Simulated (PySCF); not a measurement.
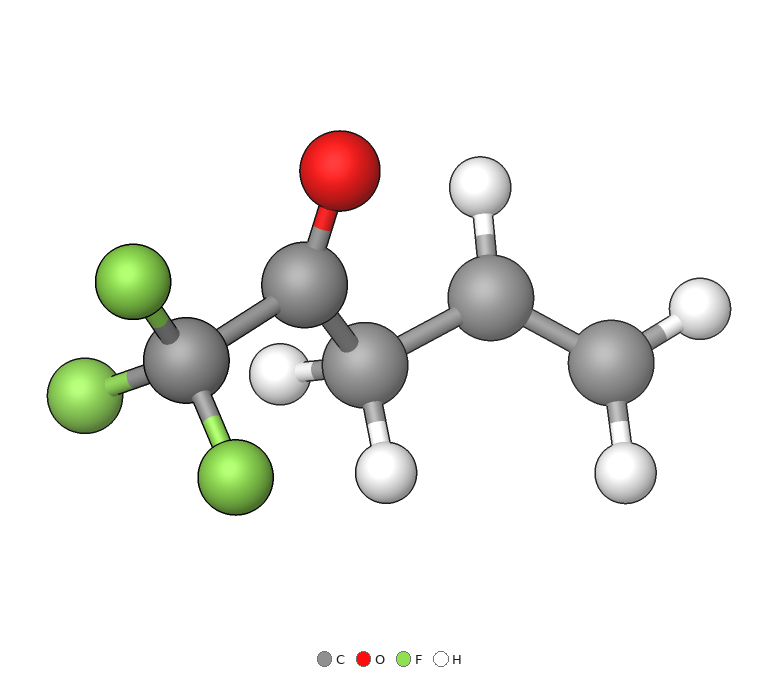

Ball-and-stick drawing of a structure. Every bond is drawn as one stick, whatever its order.

Computed geometry: PBE0-D3(BJ)/def2-SVP optimisation. No frequency run is at hand to confirm it as a minimum.

Identify the structure.

It has 14 atoms: 5 carbon, 5 hydrogen, 3 fluorine and 1 oxygen (C5H5F3O). Its SMILES string is `C=CCC(=O)C(F)(F)F`. It has no ring. Among its groups: ketone, alkene, C–F bond. The point group is C1. Coordination: 3 C trigonal planar; 2 C tetrahedral.

More results for the same structure follow; atom numbers are the same in all pictures, views and colours differ.

Polarisability

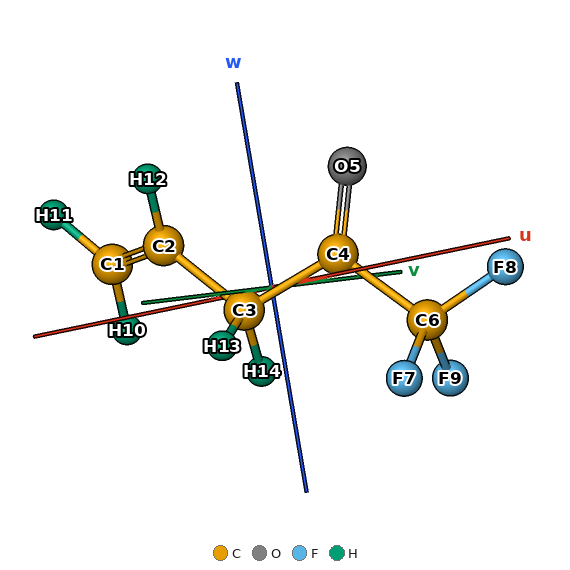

The lines u, v and w are the principal axes of the static dipole polarisability. No frequency run is at hand to confirm it as a minimum. Method: PBE0/def2-SVPD in dimethylsulfoxide (IEF-PCM) (PySCF 2.14.0).

**Along which axis is the molecule most polarisable, and along which least?**

Most along u (close to the long direction C1···F8), least along v.

**Give the three principal values.**

u 101.5, v 70.7, w 84.4 bohr³; mean 85.5, anisotropy 26.7 bohr³.

NMR shielding

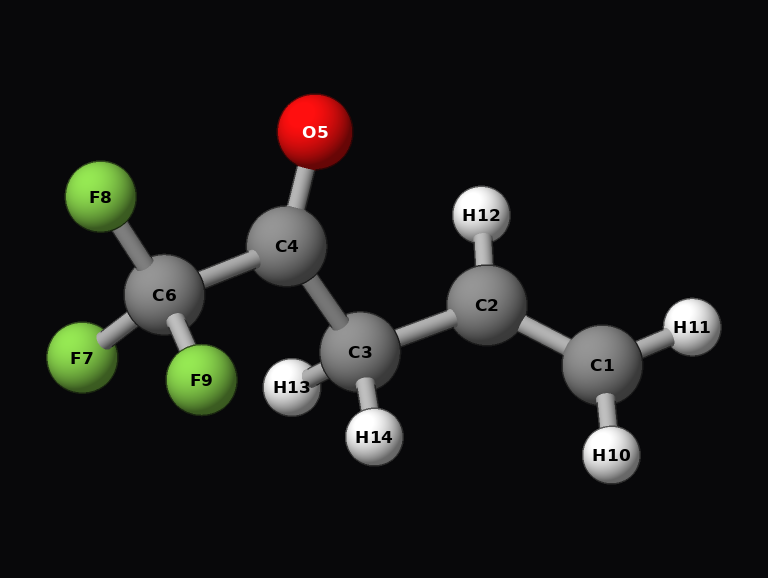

No frequency run is at hand to confirm it as a minimum. Method: GIAO PBE0/pcSseg-1 NMR shielding, non-relativistic, IEF-PCM chloroform (PySCF 2.14.0). Principal shieldings σ11 ≤ σ22 ≤ σ33, span Ω = σ33 − σ11, skew κ = 3(σiso − σ22)/Ω.

Give the shielding tensors of the F atoms.

```
atom    σ11    σ22    σ33   σiso      Ω      κ
  F7  184.2  264.8  349.8  266.3  165.6   0.03
  F8  211.4  298.3  344.8  284.8  133.4  −0.30
  F9  182.2  265.9  350.9  266.3  168.7   0.01
```

Shieldings and span in ppm.

Excitation

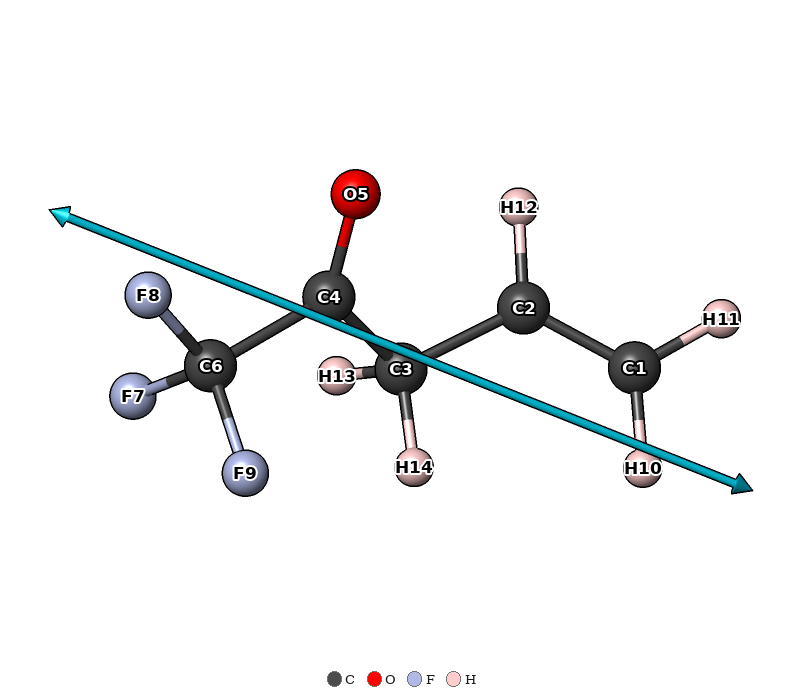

The double arrow shows the direction of the transition dipole to excited singlet state 3 (its length means nothing). No frequency run is at hand to confirm it as a minimum. Level of theory: TDDFT PBE0/def2-SVPD, vertical, IEF-PCM dimethylsulfoxide (non-equilibrium linear response), core orbitals frozen in the response (PySCF 2.14.0).

**Where does the transition lie, and how strong is it?**

7.09 eV (175 nm), oscillator strength 0.21, mainly HOMO → LUMO+1 (weight 0.58); transition dipole 2.78 D.

Charges

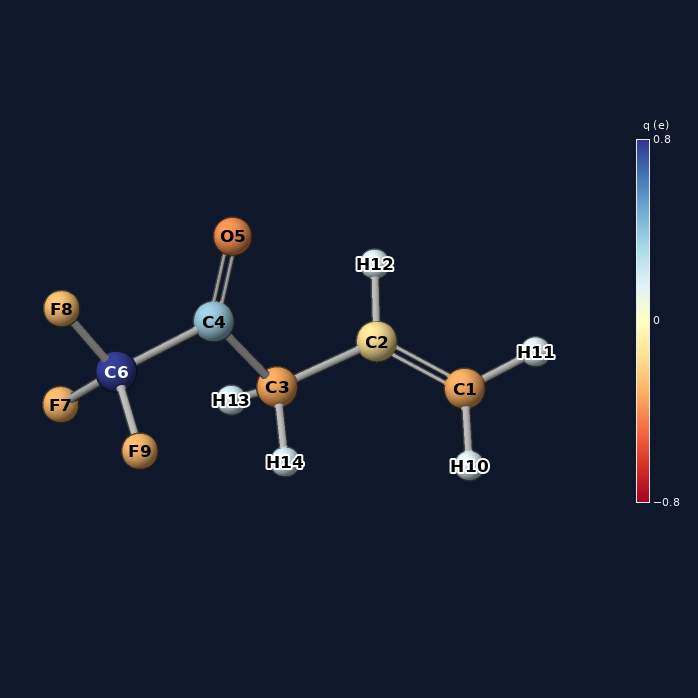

Atoms are coloured by their IAO charges. No frequency run is at hand to confirm it as a minimum. Properties computed with PBE0/pcSseg-1 in chloroform (IEF-PCM) (PySCF 2.14.0).

Give the IAO charges atom by atom.

| atom | value (e) |
| --- | --- |
| C1 | −0.31 |
| C2 | −0.13 |
| C3 | −0.32 |
| C4 | 0.36 |
| O5 | −0.38 |
| C6 | 0.77 |
| F7 | −0.28 |
| F8 | −0.26 |
| F9 | −0.28 |
| H10 | 0.15 |
| H11 | 0.16 |
| H12 | 0.16 |
| H13 | 0.19 |
| H14 | 0.18 |
